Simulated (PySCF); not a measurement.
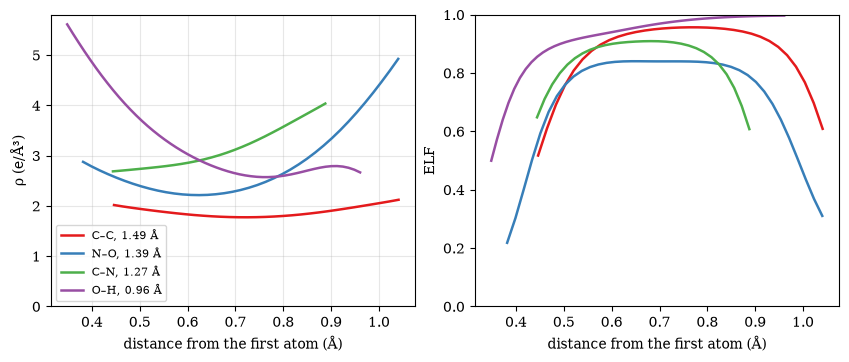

*C2H5NO. Electron density and electron localisation function along straight lines between neighbouring atoms. The curves leave out the atomic cores.*

Geometry: PBE0-D3(BJ)/def2-TZVP.

All numbers below come from PySCF 2.14.0, PBE0/pcSseg-2, SCF density, gas phase, non-relativistic.

The calculation's input:

```
{"job": {"kind": "nmr", "xc": "PBE0", "basis": "pcSseg-2"}, "charge": 0, "multiplicity": 1}
C     -0.995336    -0.268168     0.371855
C     -0.047822     0.763120    -0.127903
N      1.157768     0.609705    -0.490143
O      1.589174    -0.704455    -0.389192
H     -0.510928    -1.234130     0.491774
H     -1.832318    -0.375643    -0.324571
H     -1.418029     0.045519     1.330035
H     -0.388383     1.792161    -0.212534
H      2.501017    -0.646767    -0.685379
```

Command:

```sh
OMP_NUM_THREADS=1 python probes_run.py task.json out
```

### What kind of bonding do the profiles show?

C–C (1.49 Å): the density is about 1.8 e/Å³ at the midpoint; the ELF peaks at about 0.95 between the atoms (a covalent bond).
N–O (1.39 Å): the density is about 2.3 e/Å³ at the midpoint; the ELF peaks at about 0.85 between the atoms; a covalent bond.
C–N (1.27 Å): the density is about 2.9 e/Å³ at the midpoint; the ELF peaks at about 0.90 between the atoms: a multiple bond.
O–H (0.96 Å): ρ is about 3.9 e/Å³ halfway; the ELF climbs to about 1 towards the hydrogen, as it does in any bond to H; a covalent bond by its length.
